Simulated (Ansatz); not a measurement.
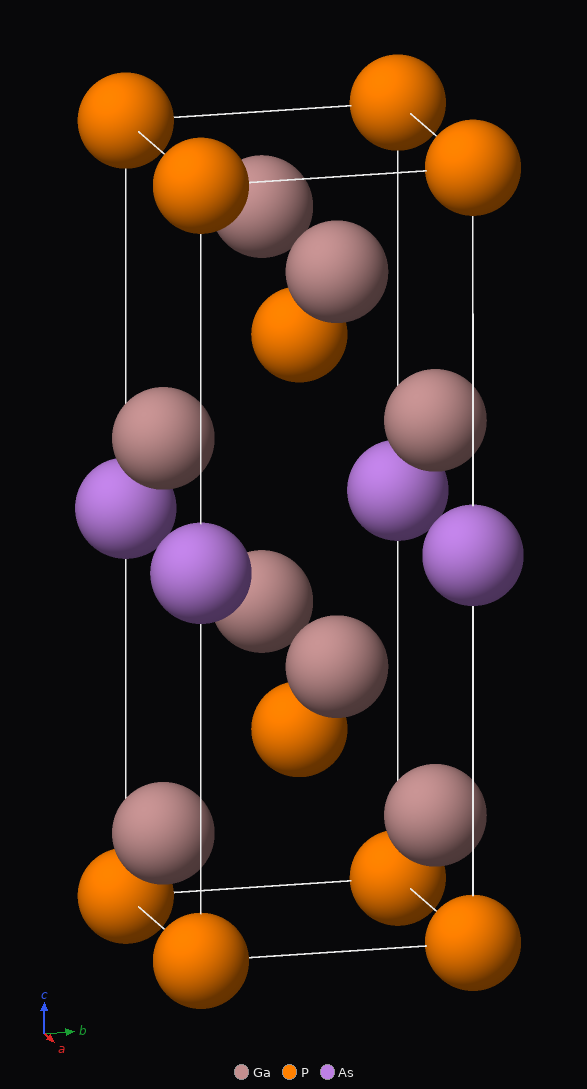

View slightly off an axis, drawn as a spheres-only model. Atoms at the boundary of the simulation cell (the box) are drawn once for each face, edge or corner they touch.

The run was set up as follows:
```yaml
crystal:
  lattice:
    - [3.9346742964, 0.0, 0.0]
    - [0.0, 3.9346742964, 0.0]
    - [0.0, 0.0, 11.129601924]
  atoms:
    - { symbol: Ga, position: [0.5, 0.0, 0.6320364258] }
    - { symbol: Ga, position: [0.0, 0.5, 0.8774326055] }
    - { symbol: Ga, position: [0.5, 0.0, 0.1225673945] }
    - { symbol: Ga, position: [0.0, 0.5, 0.3679635742] }
    - { symbol: P, position: [0.0, 0.0, 0.0] }
    - { symbol: P, position: [0.5, 0.5, 0.2453419962] }
    - { symbol: P, position: [0.5, 0.5, 0.7546580038] }
    - { symbol: As, position: [0.0, 0.0, 0.5] }
basis:
  ecutwfc: 420
kpoints:
  mp_grid: { grid: [8, 8, 4] }
  band_path:
    path:
      - [[0.0, 0.0, 0.0], [0.0, 0.5, 0.0], [0.5, 0.5, 0.0], [0.0, 0.0, 0.0], [0.0, 0.0, 0.5], [0.0, 0.5, 0.5], [0.5, 0.5, 0.5], [0.0, 0.0, 0.5]]
      - [[0.0, 0.5, 0.0], [0.0, 0.5, 0.5]]
      - [[0.5, 0.5, 0.0], [0.5, 0.5, 0.5]]
    npoints: 14
hamiltonian:
  xc: pbe
scf:
  occupations: { method: gaussian, width: 0.02 }
  n_extra_bands: 20
output:
  forces: true
  stress: true
  eigenvalues: true
  populations: true
  dos: { projected: true, de: 0.02, nscf_kmesh: { grid: [12, 12, 6] } }
  bader: true
  write_density: true
  write_potential: true
  elf: true
  volumetric_format: npy
```
Run as:
```sh
ansatz run input.yaml --threads 1 --pin off --max-ram 2560MiB --backend cpu --events-out ev --progress --plain --runs-dir out
```

The calculation used DFT PBE, scalar-relativistic, plane waves, PAW (Ansatz 0.2.0), with a basis cut at 420 eV, k-points on an 8×8×4 grid, Gaussian smearing of 0.02 eV, no spin polarisation.

State the Bader charges by element.

Ga +0.76 to +0.84 e; As -0.69 e; P -0.83 e. The transfer is large, as in an ionic solid.

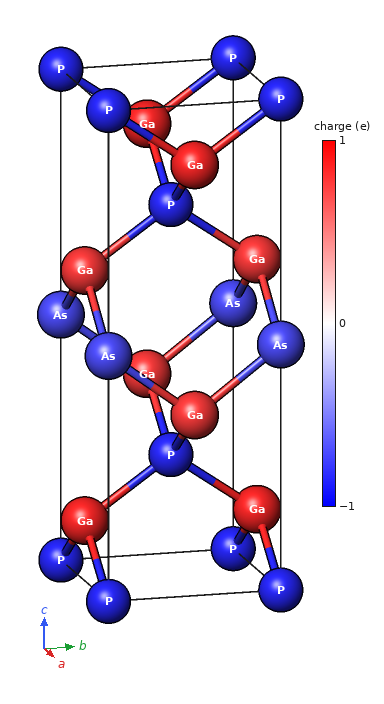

The atoms coloured by those charges.

The model was built from a structure type filled with these elements by a generator (whether the compound takes this form wasn't checked). Earlier steps of the study may have refined or changed the cell and positions. It went into a calculation with Ansatz.
